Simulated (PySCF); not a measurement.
# C₃H₈FO+: geometry, NMR shifts, spin-spin couplings, electronic excitations and core binding energies, part 2 of 2

PySCF 2.14.0. Atoms count from 0. The steps go on from the part before.

### Step 5. Excited states and response: B3LYP/def2-SVPD

The job: settings as JSON, then the geometry in Å.

```
{"job": {"kind": "uv", "xc": "B3LYP", "basis": "def2-SVPD", "ip": true}, "charge": 1, "multiplicity": 1}
C     -0.284572     1.115418    -0.844779
O      0.044542    -0.207428    -0.292635
C      1.351444    -0.293442     0.375897
C     -1.051508    -0.891249     0.385834
F     -1.323195    -0.235520     1.502237
H      0.559611     1.399891    -1.481006
H     -1.191960     0.983343    -1.443773
H     -0.436977     1.819048    -0.016473
H      1.322221     0.307528     1.293716
H      2.087628     0.081581    -0.342293
H      1.522628    -1.354790     0.585129
H     -1.893269    -0.867966    -0.319942
H     -0.684754    -1.907553     0.584838
```

Level: TDDFT B3LYP/def2-SVPD, vertical, gas phase, core orbitals frozen in the response.

Output:

```text
coarse grid: 10392 points
cycle   1  E = -293.5821396775  dE =  6.767e-01  |g| = 4.977e-01  |ddm| = 4.847e+00
cycle   2  E = -293.5421858974  dE =  3.995e-02  |g| = 7.181e-01  |ddm| = 1.166e+00
cycle   3  E = -293.6278075349  dE = -8.562e-02  |g| = 8.681e-02  |ddm| = 6.087e-01
cycle   4  E = -293.6288625841  dE = -1.055e-03  |g| = 3.106e-02  |ddm| = 1.238e-01
cycle   5  E = -293.6290202834  dE = -1.577e-04  |g| = 1.155e-02  |ddm| = 3.586e-02
cycle   6  E = -293.6290435284  dE = -2.324e-05  |g| = 2.998e-03  |ddm| = 1.098e-02
cycle   7  E = -293.6290453763  dE = -1.848e-06  |g| = 2.540e-04  |ddm| = 3.432e-03
final grid: 99416 points
cycle   8  E = -293.6818002397  dE = -3.584e-05  |g| = 7.570e-03  |ddm| = 8.595e-02
cycle   9  E = -293.6817906522  dE =  9.588e-06  |g| = 1.071e-02  |ddm| = 1.755e-02
cycle  10  E = -293.6818114640  dE = -2.081e-05  |g| = 1.001e-03  |ddm| = 8.963e-03
cycle  11  E = -293.6818116823  dE = -2.183e-07  |g| = 1.656e-04  |ddm| = 1.173e-03
cycle  12  E = -293.6818116851  dE = -2.849e-09  |g| = 1.175e-04  |ddm| = 2.016e-04
cycle  13  E = -293.6818116874  dE = -2.212e-09  |g| = 1.237e-05  |ddm| = 9.284e-05
cycle  14  E = -293.6818116874  dE = -2.638e-11  |g| = 3.658e-06  |ddm| = 2.233e-05
converged SCF energy = -293.6818116874

Static polarisability (au): isotropic 40.217, principal 35.924 42.200 42.527

Singlet excitations
state   eV       nm        f      main configurations
  1   9.1397    135.7   0.00054   H->L 0.99
  2   9.4837    130.7   0.00001   H-1->L 0.97
  3  10.2426    121.0   0.02965   H->L+1 0.99
  4  10.4575    118.6   0.00879   H-1->L+1 0.87
  5  10.6046    116.9   0.00033   H-3->L 0.94
  6  10.7054    115.8   0.00361   H->L+3 0.51, H-4->L 0.30, H->L+4 0.14
  7  10.7369    115.5   0.03308   H-2->L 0.83, H->L+2 0.09
  8  10.7959    114.8   0.00208   H->L+2 0.84, H-2->L 0.09
  9  10.9841    112.9   0.00541   H-1->L+2 0.76, H-4->L 0.10
 10  11.0543    112.2   0.01951   H-4->L 0.55, H->L+3 0.22, H-1->L+2 0.12

Triplet excitations (Tamm-Dancoff, eV): 8.5088 9.2034 9.9847 10.0587
Vertical ionisation energy (delta-SCF) = 17.9510 eV
Vertical electron affinity (delta-SCF) = 2.9433 eV
```

It took 65 s on 1 thread of Intel Xeon 6975P-C, shared host; peak memory 0.8 GiB.

Frontier orbitals and where they lie:

```
orbital      eV                       atoms
 HOMO−3  -16.88   C0 25 %, C2 25 %, H6 12 %
 HOMO−2  -16.76    F4 46 %, O1 14 %, C3 9 %
 HOMO−1  -15.66  F4 49 %, C3 22 %, H11 10 %
   HOMO  -15.39   O1 44 %, C2 12 %, C0 12 %
   LUMO   -4.93   C0 18 %, C2 18 %, O1 17 %
 LUMO+1   -4.15   C0 14 %, C2 14 %, C3 13 %
 LUMO+2   -3.46  O1 18 %, F4 12 %, H12 11 %
```

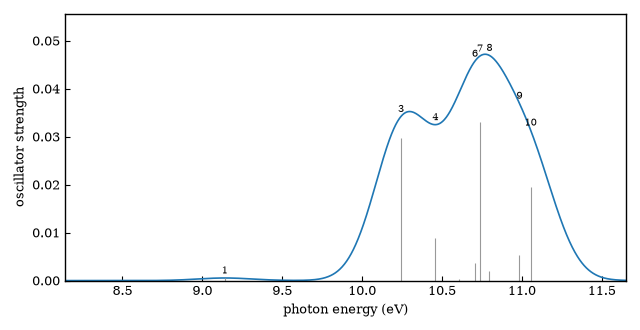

Absorption spectrum from the 10 singlet states computed; above the last one it falls off for lack of states. Lines are broadened to a width of 0.40 eV (Gaussian).

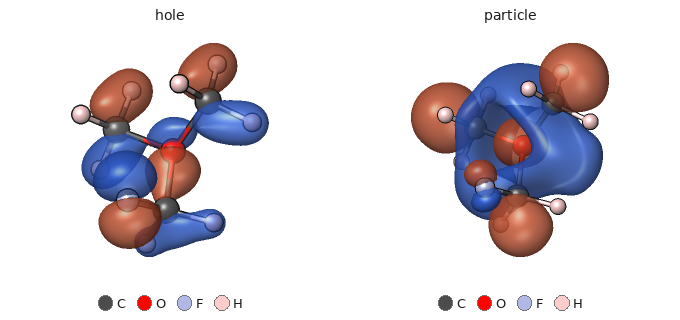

Leading natural transition orbitals of singlet state 7: the electron leaves the hole (left) for the particle orbital (right).

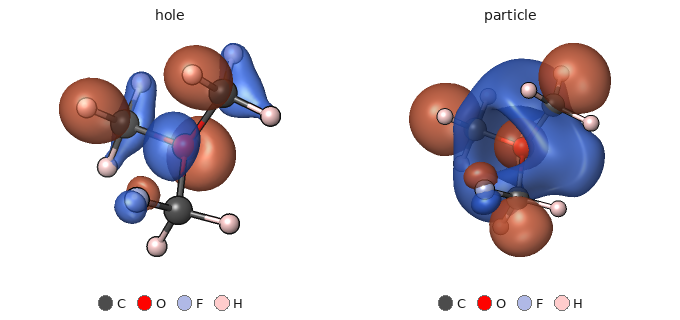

Leading natural transition orbitals of singlet state 1: the electron leaves the hole (left) for the particle orbital (right).

Ground-state properties from the same run:

| property | computed |
| --- | --- |
| polarisability (Å³) | 5.96 |
| HOMO–LUMO gap (eV) | 10.46 |
| −ε(HOMO) (eV) | 15.39 |

### Step 6. Shielding tensors: PBE/pcSseg-2

Settings changed since step 5:

```diff
@@ -1,2 +1,2 @@
-{"job": {"kind": "uv", "xc": "B3LYP", "basis": "def2-SVPD", "ip": true}, "charge": 1, "multiplicity": 1}
+{"job": {"kind": "nmr", "xc": "PBE", "basis": "pcSseg-2", "pop": false}, "charge": 1, "multiplicity": 1}
 C     -0.284572     1.115418    -0.844779
```

Level: GIAO PBE/pcSseg-2 NMR shielding, non-relativistic, gas phase.

Output:

```text
coarse grid: 10392 points
cycle   1  E = -293.6156263527  dE =  6.152e-01  |g| = 5.329e-01  |ddm| = 2.137e+00
cycle   2  E = -293.5208052895  dE =  9.482e-02  |g| = 9.515e-01  |ddm| = 6.822e-01
cycle   3  E = -293.6571177360  dE = -1.363e-01  |g| = 1.468e-01  |ddm| = 4.800e-01
cycle   4  E = -293.6600545207  dE = -2.937e-03  |g| = 5.328e-02  |ddm| = 8.350e-02
cycle   5  E = -293.6605206836  dE = -4.662e-04  |g| = 1.858e-02  |ddm| = 2.949e-02
cycle   6  E = -293.6605754796  dE = -5.480e-05  |g| = 5.853e-03  |ddm| = 8.672e-03
cycle   7  E = -293.6605826390  dE = -7.159e-06  |g| = 7.989e-04  |ddm| = 3.329e-03
final grid: 99416 points
cycle   8  E = -293.6595172152  dE = -1.290e-04  |g| = 2.051e-02  |ddm| = 5.172e-02
cycle   9  E = -293.6593374900  dE =  1.797e-04  |g| = 3.850e-02  |ddm| = 2.216e-02
cycle  10  E = -293.6595916237  dE = -2.541e-04  |g| = 4.289e-03  |ddm| = 1.434e-02
cycle  11  E = -293.6595955155  dE = -3.892e-06  |g| = 7.293e-04  |ddm| = 2.405e-03
cycle  12  E = -293.6595955798  dE = -6.431e-08  |g| = 3.317e-04  |ddm| = 4.685e-04
cycle  13  E = -293.6595955959  dE = -1.611e-08  |g| = 4.568e-05  |ddm| = 1.555e-04
cycle  14  E = -293.6595955963  dE = -3.198e-10  |g| = 1.786e-05  |ddm| = 3.220e-05
converged SCF energy = -293.6595955963

GIAO shielding tensors (ppm)
atom      isotropic    diamagn.    paramagn.     s11        s22        s33       span
  0 C       98.624     245.287    -146.663     45.364     71.617    178.891    133.527
  1 O      241.387     390.568    -149.181    204.629    209.402    310.131    105.502
  2 C       98.636     245.263    -146.628     45.358     71.649    178.899    133.542
  3 C       53.666     241.756    -188.090     36.377     41.705     82.917     46.540
  4 F      330.715     466.762    -136.048    245.479    278.641    468.024    222.545
  5 H       26.756      29.115      -2.359     23.672     24.641     31.955      8.282
  6 H       26.823      29.142      -2.319     23.780     24.220     32.468      8.687
  7 H       26.274      29.500      -3.225     23.199     24.340     31.284      8.085
  8 H       26.277      29.491      -3.214     23.204     24.335     31.292      8.087
  9 H       26.754      29.105      -2.350     23.670     24.637     31.956      8.286
 10 H       26.823      29.131      -2.307     23.780     24.224     32.467      8.687
 11 H       25.253      28.740      -3.487     21.666     25.181     28.912      7.246
 12 H       25.255      28.740      -3.484     21.670     25.186     28.910      7.240
```

It took 33 s on 1 thread of Intel Xeon 6975P-C, shared host; peak memory 0.85 GiB.

Key values: δ C3 125.7, C0 80.8, O1 86.5, F4 -187.8, H11 5.92, H5 4.56 ppm (means over like atoms).

### Step 7. Core-electron binding energies: SCAN, X2C

Settings changed since step 6:

```diff
@@ -1,2 +1,2 @@
-{"job": {"kind": "nmr", "xc": "PBE", "basis": "pcSseg-2", "pop": false}, "charge": 1, "multiplicity": 1}
+{"job": {"kind": "xps"}, "charge": 1, "multiplicity": 1}
 C     -0.284572     1.115418    -0.844779
```

Level: delta-SCF UKS SCAN, pcX-2 on the ionised atom, pcseg-1 elsewhere, spin-free X2C.

Output:

```text
ground state, core basis on atom 0 (C), 141 functions
  cycle   1  E = -293.86877219  |g| = 4.61e-01
  cycle   2  E = -293.81220383  |g| = 7.47e-01
  cycle   3  E = -293.90440854  |g| = 1.03e-01
  cycle   4  E = -293.90583688  |g| = 4.30e-02
  cycle   5  E = -293.90615828  |g| = 1.35e-02
  cycle   6  E = -293.90619025  |g| = 3.79e-03
  cycle   7  E = -293.90619310  |g| = 4.65e-04
  E(ground) = -293.91111169 Eh
hole in C 1s of atom 0
  cycle   1  E = -282.38763224  |g| = 1.49e+00
  cycle   2  E = -279.98979070  |g| = 2.47e+00
  cycle   3  E = -282.54416943  |g| = 1.02e+00
  cycle   4  E = -282.86354217  |g| = 4.06e-01
  cycle   5  E = -282.91571241  |g| = 1.86e-01
  cycle   6  E = -282.92708058  |g| = 5.91e-02
  cycle   7  E = -282.92826202  |g| = 1.72e-02
  cycle   8  E = -282.92836912  |g| = 7.42e-03
  cycle   9  E = -282.92840525  |g| = 2.39e-03
  cycle  10  E = -282.92841280  |g| = 1.20e-03
  cycle  11  E = -282.92841475  |g| = 4.64e-04
  E(ion) = -282.93286546 Eh   <S^2> = 0.7763   hole on atom = 1.000   binding energy = 298.733 eV
ground state, core basis on atom 1 (O), 141 functions
  cycle   1  E = -293.93532841  |g| = 1.01e-01
  cycle   2  E = -293.93435470  |g| = 8.88e-02
  cycle   3  E = -293.93519342  |g| = 5.68e-02
  cycle   4  E = -293.93571894  |g| = 6.80e-03
  cycle   5  E = -293.93572850  |g| = 1.17e-03
  cycle   6  E = -293.93572918  |g| = 3.17e-04
  E(ground) = -293.93972685 Eh
hole in O 1s of atom 1
  cycle   1  E = -272.98915465  |g| = 2.23e+00
  cycle   2  E = -272.06061038  |g| = 2.51e+00
  cycle   3  E = -273.66485770  |g| = 6.67e-01
  cycle   4  E = -273.73761318  |g| = 4.78e-01
  cycle   5  E = -273.80936113  |g| = 8.75e-02
  cycle   6  E = -273.81194105  |g| = 1.09e-02
  cycle   7  E = -273.81198657  |g| = 2.04e-03
  cycle   8  E = -273.81198884  |g| = 1.09e-03
  cycle   9  E = -273.81198982  |g| = 2.92e-04
  E(ion) = -273.81571440 Eh   <S^2> = 0.7640   hole on atom = 1.000   binding energy = 547.602 eV
ground state, core basis on atom 3 (C), 141 functions
  cycle   1  E = -293.90888224  |g| = 1.06e-01
  cycle   2  E = -293.90523507  |g| = 1.69e-01
  cycle   3  E = -293.91021503  |g| = 2.02e-02
  cycle   4  E = -293.91026600  |g| = 1.19e-02
  cycle   5  E = -293.91028945  |g| = 1.14e-03
  cycle   6  E = -293.91028879  |g| = 1.50e-04
  E(ground) = -293.91561848 Eh
hole in C 1s of atom 3
  cycle   1  E = -282.30857829  |g| = 1.49e+00
  cycle   2  E = -280.67101281  |g| = 2.38e+00
  cycle   3  E = -282.75237768  |g| = 4.73e-01
  cycle   4  E = -282.80550302  |g| = 3.20e-01
  cycle   5  E = -282.83569876  |g| = 1.37e-01
  cycle   6  E = -282.84233100  |g| = 3.26e-02
  cycle   7  E = -282.84283187  |g| = 8.36e-03
  cycle   8  E = -282.84286354  |g| = 5.29e-03
  cycle   9  E = -282.84287716  |g| = 2.16e-03
  cycle  10  E = -282.84288169  |g| = 7.84e-04
  cycle  11  E = -282.84288165  |g| = 1.42e-04
  E(ion) = -282.84887981 Eh   <S^2> = 0.7755   hole on atom = 1.000   binding energy = 301.141 eV
ground state, core basis on atom 4 (F), 141 functions
  cycle   1  E = -293.95011808  |g| = 1.19e-01
  cycle   2  E = -293.94969496  |g| = 6.91e-02
  cycle   3  E = -293.94974220  |g| = 6.67e-02
  cycle   4  E = -293.95034531  |g| = 8.19e-03
  cycle   5  E = -293.95035871  |g| = 1.24e-03
  cycle   6  E = -293.95036004  |g| = 2.83e-04
  E(ground) = -293.95791190 Eh
hole in F 1s of atom 4
  cycle   1  E = -267.37860547  |g| = 2.58e+00
  cycle   2  E = -267.15345655  |g| = 2.22e+00
  cycle   3  E = -268.13594670  |g| = 5.81e-01
  cycle   4  E = -268.16724985  |g| = 4.89e-01
  cycle   5  E = -268.25530998  |g| = 5.15e-02
  cycle   6  E = -268.25600847  |g| = 2.48e-02
  cycle   7  E = -268.25629377  |g| = 3.33e-03
  cycle   8  E = -268.25629802  |g| = 8.10e-04
  cycle   9  E = -268.25629905  |g| = 2.55e-04
  E(ion) = -268.26936187 Eh   <S^2> = 0.7568   hole on atom = 1.000   binding energy = 699.021 eV
```

It took 16 s on 1 thread of Intel Xeon 6975P-C, shared host; peak memory 0.48 GiB.

The holes in one table. −ε is the ground-state orbital energy:

| hole | stands for | environment | ΔSCF (eV) | −ε (eV) | ⟨S²⟩ |
| --- | --- | --- | --- | --- | --- |
| C1s on C0 | C0, C2 | methyl carbon bonded to O | 298.73 | 281.1 | 0.776 |
| O1s on O1 | O1 | oxygen bonded to 3 C | 547.60 | 526.0 | 0.764 |
| C1s on C3 | C3 | sp3 CH2 bonded to F and O | 301.14 | 283.3 | 0.775 |
| F1s on F4 | F4 | fluorine on an sp3 carbon | 699.02 | 672.7 | 0.757 |

Each hole run stands for the others of its class of like atoms.

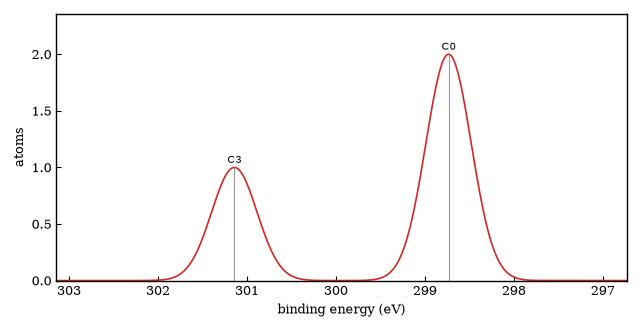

The C1s photoelectron lines, weighted by the number of atoms. Lines are broadened to a width of 0.60 eV (Gaussian).

### Step 8. Run by run: NMR shifts

Shifts (ppm), means over like atoms, with basis size and wall time:

| run | C3 | C0 | H11 | H5 | O1 | F4 | functions | time |
| --- | --- | --- | --- | --- | --- | --- | --- | --- |
| PBE0/pcSseg-1 | 117.3 | 77.1 | 5.79 | 4.66 | 71.8 | -167.8 | 125 | 9.3 s |
| PBE/pcSseg-2 | 125.7 | 80.8 | 5.92 | 4.56 | 86.5 | -187.8 | 292 | 33 s |

### Step 9. Outcome

This closing draws on all 2 parts.

```
                                                               quantity                         value
                                                            point group                            Cs
                                   rotational constants (main isotopes)          6.90, 4.21, 3.29 GHz
¹³C shifts against TMS (PBE0/pcSseg-1, means over atoms taken as alike)               117.3, 77.1 ppm
 ¹H shifts against TMS (PBE0/pcSseg-1, means over atoms taken as alike)                5.79, 4.66 ppm
                                 ¹⁷O shifts against H2O (PBE0/pcSseg-1)                      71.8 ppm
                               ¹⁹F shifts against CFCl3 (PBE0/pcSseg-1)                    -167.8 ppm
                            largest coupling of the table (B3LYP/pcJ-1)      ¹J(C,F) C3–F4, -348.9 Hz
                                       lowest singlet (B3LYP/def2-SVPD)   9.14 eV (136 nm), f = 0.001
                               brightest single state of those computed  state 7, 10.74 eV, f = 0.033
                                                         lowest triplet                       8.51 eV
                                      vertical ionisation energy (ΔSCF)                      17.95 eV
                                      vertical electron affinity (ΔSCF)                       2.94 eV
                                       C1s binding energies, SCAN/pcX-2       C3 301.14, C0 298.73 eV
                                       O1s binding energies, SCAN/pcX-2                  O1 547.60 eV
                                       F1s binding energies, SCAN/pcX-2                  F4 699.02 eV
                                               range of the shift of F4          -187.8 to -167.8 ppm
```

In words: The start was shaken at random, so part of the energy gained undoes that. Over 13 steps the energy fell by 1.316 eV; of the close pairs, O1–C3 changed most, 1.339 to 1.459 Å. H11, H12 (mean) (hydrogen on an sp3 CH2 bonded to F and O) lies farthest downfield among hydrogen, at 5.79 ppm; its carbon carries F and O, an electronegative neighbour. At PBE0/pcSseg-1: The largest span, 222 ppm, is at F4, where the paramagnetic term is -126 ppm. At PBE0/pcSseg-1, counted by nearest atom on the grid, the HOMO lies on O1 43 %; H7, H8 about 13 % each, the LUMO on O1 16 %; C0, C2 about 13 % each. Couplings across rotatable bonds belong to this one conformer; where others are populated, the observed values are averages. The lowest singlet, at 9.14 eV, is HOMO→LUMO 0.99 and is dark; of the 10 states computed, the strongest absorption comes from state 7 at 10.74 eV. The lowest triplet lies 0.63 eV below the lowest singlet (triplets in Tamm-Dancoff, singlets in full TDDFT). ΔSCF puts the ionisation energy at 17.95 eV, 2.56 eV above −ε(HOMO). The C1s levels kept as sound span 2.41 eV, from C0 (methyl carbon bonded to O) up to C3 (sp3 CH2 bonded to F and O). Across the 2 runs the shift of F4 moves most, between -187.8 (PBE/pcSseg-2) and -167.8 ppm (PBE0/pcSseg-1).
